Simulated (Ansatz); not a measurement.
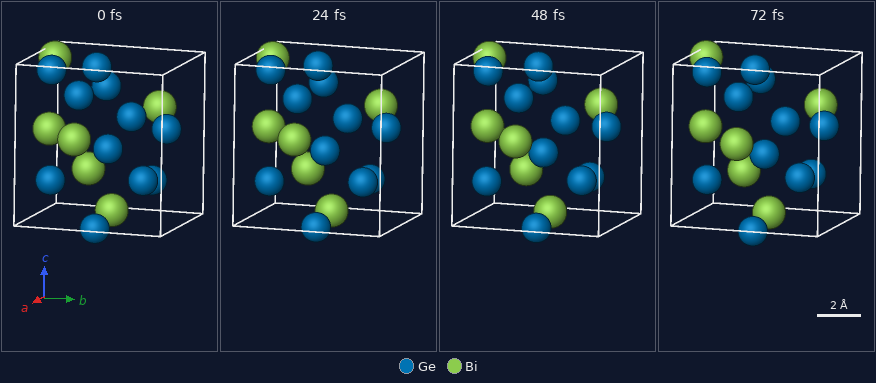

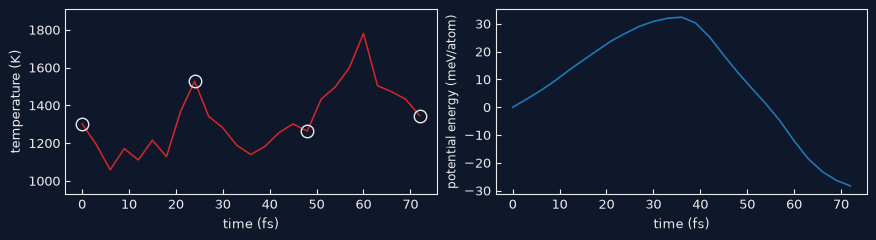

First-principles dynamics of an amorphous cell of composition Ge5Bi3 (16 atoms in the cell), 72 fs long. Frames and the history of the run. Style: spheres-only. Shown: the simulation cell, slightly off an axis.

These are results of DFT PBE, scalar-relativistic, plane waves, PAW in Ansatz, not measurements. Set-up: plane-wave cutoff 320 eV; k-point mesh 1 × 1 × 1; Fermi-Dirac smearing 0.12 eV; volume 0.96 times that of the relaxed crystal; set temperature 1390 K; time step 3 fs.

Q: Describe the run.

A: The mean temperature in the second half is 1401 K (standard deviation 171 K). The potential energy is still drifting at the end, so the run hasn't reached equilibrium. The potential energy in the second half lies on average 1.1 meV per atom above the first frame. The mean pressure there is 9.3 GPa. Root-mean-square distances from the starting positions over the second half, with the common drift of all atoms taken out: Ge 0.23 Å, Bi 0.18 Å. The run lasts only 72 fs, too short to tell vibration from diffusion.

Limits of the set-up: the cutoff lies below the recommended one; the periodic images lie only 7.0 Å apart, so the values are limited by the cell's size.

The run took 46 s on 2 threads of Arm Neoverse V2, with other jobs on the host, peak memory 0.52 GiB.
